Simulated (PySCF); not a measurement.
# SiH2Br− (SMILES [SiH2-]Br) at 6 levels

We compute a comparison of 6 runs (B2PLYP/STO-6G, M06-2X/STO-6G, wB97X-V/STO-6G, UMP2/STO-6G, NEVPT2(2,2)/STO-6G, UCCSD(T)/STO-6G) of SiH2Br−. 

Program for the calculation: PySCF 2.14.0.

4 further runs of the same task are left out: 4 set aside as unsound or not needed.

## Step 1: The structure to begin with

SiH2Br− has 4 atoms, charge -1, and is taken as a singlet. As SMILES, `[SiH2-]Br`. The Si1–Br2 distance was set to 6.790 Å, away from the relaxed value. At this shape a bond of the SMILES string is far longer than usual.

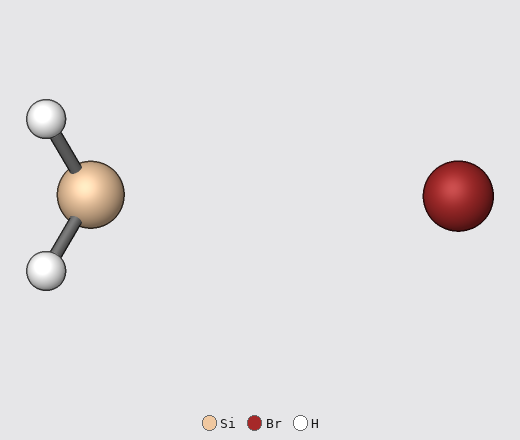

The structure, seen from a chosen angle (silicon light orange, bromine red, hydrogen white).

## Step 2: The energy at B2PLYP/STO-6G (run 1)

Contents of job.py:

```python
from pyscf import gto, dft, mp

mol = gto.M(
    atom='''
Si      -3.575349      -0.471979      -3.374260
Br       1.687710      -0.271360       0.911070
H       -4.593289      -0.658959      -2.293460
H       -3.669239       1.015391      -3.507910
''',
    basis='sto-6g',
    max_memory=1860,
    charge=-1,
    verbose=4,
)

mf = dft.RKS(mol, xc='0.53*HF + 0.47*B88, 0.73*LYP')
mf.conv_tol = 1e-10
mf.grids.level = 5
mf.kernel()
if not mf.converged:
    mf = mf.newton().run(mf.mo_coeff, mf.mo_occ)

pt = mp.MP2(mf, frozen=14).run()
e_final = mf.e_tot + 0.27 * pt.e_corr
print('PT2 part  %.8f' % (0.27 * pt.e_corr))
print('E(%s) = %.9f' % ('B2PLYP', e_final))
```

Run with:

```bash
$ OMP_NUM_THREADS=1 python job.py
```

The log of the run:

```text
PySCF version 2.14.0

[... 55 lines left out ...]
WARN: HOMO 0.181873444420276 == LUMO 0.181875521566203
[... 26 lines left out ...]
converged SCF energy = -2849.92415605139
[... 1 line left out ...]
******** <class 'pyscf.mp.mp2.RMP2'> ********
nocc = 12, nmo = 15
frozen orbitals 14
E(RMP2) = -2849.96801914082  E_corr = -0.0438630894269997
E(SCS-RMP2) = -2849.97671364543  E_corr = -0.0525575940354367
E_corr(same-spin) = -9.01307041880322e-05
E_corr(oppo-spin) = -0.0437729587228117
PT2 part  -0.01184303
E(B2PLYP) = -2849.935999086
```

Wall time 5.1 s (1 thread of Arm Neoverse V1, shared host); peak memory 0.24 GiB.

## Step 3: The energy at M06-2X/STO-6G (run 2)

Contents of calc.py:

```python
from pyscf import gto, dft

mol = gto.Mole()
mol.atom = '''
Si    -6.756430    -0.891911    -6.376427
Br     3.189310    -0.512796     1.721673
H     -8.680058    -1.245252    -4.334011
H     -6.933857     1.918811    -6.628989
'''
mol.unit = 'bohr'
mol.charge = -1
mol.basis = 'sto-6g'
mol.verbose = 3
mol.max_memory = 1860
mol.build()

mf = dft.RKS(mol)
mf.xc = 'm06-2x'
mf.grids.level = 5
mf.conv_tol = 1e-10
mf.kernel()
if not mf.converged:
    mf = mf.newton().run(mf.mo_coeff, mf.mo_occ)

etot = mf.e_tot
print(f'total energy: {etot:.8f} hartree')
```

Run with:

```bash
$ OMP_NUM_THREADS=1 python calc.py
```

The log of the run:

```text
converged SCF energy = -2850.39326363572
total energy: -2850.39326364 hartree
```

It took 22 s on 1 thread of Arm Neoverse V1, shared host; peak memory 0.24 GiB.

Runs 3 to 5 aren't shown in full; the table further down has their settings and results.

## Step 4: A single-point energy at UCCSD(T)/STO-6G (run 6)

Contents of calc.py:

```python
from pyscf import gto, cc

mol = gto.M(
    atom='''
Si    -6.756430    -0.891911    -6.376427
Br     3.189310    -0.512796     1.721673
H     -8.680058    -1.245252    -4.334011
H     -6.933857     1.918811    -6.628989
''',
    basis='sto-6g',
    max_memory=1860,
    charge=-1,
    unit='bohr',
    verbose=3,
    spin=0,
)

myscf = mol.UHF()
myscf.conv_tol = 1e-10
myscf.kernel()
if not myscf.converged:
    myscf = myscf.newton().run(myscf.mo_coeff, myscf.mo_occ)
for _ in range(3):
    mo, _, stable, _ = myscf.stability(return_status=True)
    if stable:
        break
    myscf.kernel(myscf.make_rdm1(mo, myscf.mo_occ))

mycc = cc.CCSD(myscf, frozen=14)
mycc.kernel()
e_t = mycc.ccsd_t()
etot = mycc.e_tot + e_t
print(f'total energy: {etot:.8f} hartree')
```

Run with:

```bash
$ OMP_NUM_THREADS=1 python calc.py
```

The log of the run:

```text
converged SCF energy = -2848.45879878811  <S^2> = 1.999805e-07  2S+1 = 1.0000004
<class 'pyscf.scf.uhf.UHF'> wavefunction is stable in the internal stability analysis
E(UCCSD) = -2848.51078191095  E_corr = -0.05198312283733027
UCCSD(T) correction = -0.000111902951523666
total energy: -2848.51089381 hartree
```

It took 1.5 s on 1 thread of Arm Neoverse V1, shared host; peak memory 0.12 GiB.

## Step 5: Overview of the runs

| run | level | frozen core orbitals | nlc grid | energy (Eh) | HOMO energy (eV) | LUMO energy (eV) | HOMO–LUMO gap (eV) | wall time |
| --- | --- | --- | --- | --- | --- | --- | --- | --- |
| 1 | B2PLYP/STO-6G | 14 | – | -2849.935999 | 4.94 | 5.19 | 0.25 | 5.1 s |
| 2 | M06-2X/STO-6G | – | – | -2850.393264 | 4.02 | 5.17 | 1.15 | 22 s |
| 3 | wB97X-V/STO-6G | – | 1 | -2850.224019 | 3.72 | 6.01 | 2.29 | 23 s |
| 4 | UMP2/STO-6G | 14 | – | -2848.491332 | 2.68 | 8.17 | 5.49 | 1.3 s |
| 5 | NEVPT2(2,2)/STO-6G | – | – | -2848.495107 | 2.68 | 8.17 | 5.49 | 1.5 s |
| 6 | UCCSD(T)/STO-6G | 14 | – | -2848.510894 | 2.68 | 8.17 | 5.49 | 1.5 s |

## Step 6: What came out

| quantity | value |
| --- | --- |
| run 6: total energy | -2848.51089 Eh |
| run 6: HOMO energy (Hartree–Fock orbitals) | 2.68 eV |
| run 6: LUMO energy (Hartree–Fock orbitals) | 8.17 eV |
| run 6: HOMO–LUMO gap (to an unbound level, set by the basis) | 5.49 eV |
| run 6: correlation energy (14 core orbitals frozen) | -52.1 mEh |
| run 6: (T) correction | -0.11 mEh |
| run 6: T1 diagnostic | 0.004 |

Over runs 1, 2, 3 the HOMO–LUMO gap runs from 0.25 eV (B2PLYP/STO-6G) to 2.29 eV (wB97X-V/STO-6G). The empty levels of an anion lie above zero and hang on the basis. A double hybrid's value is that of its SCF part. Totals of different functionals can't be ranked against each other. In runs 1, 2, 3, 4, 5, 6 the HOMO lies above zero, so the outermost electron may be held by the basis alone. In runs 1, 2, 3, 4, 5, 6 the basis is minimal, so the values are rough. All runs together took 54 s, the longest 23 s.
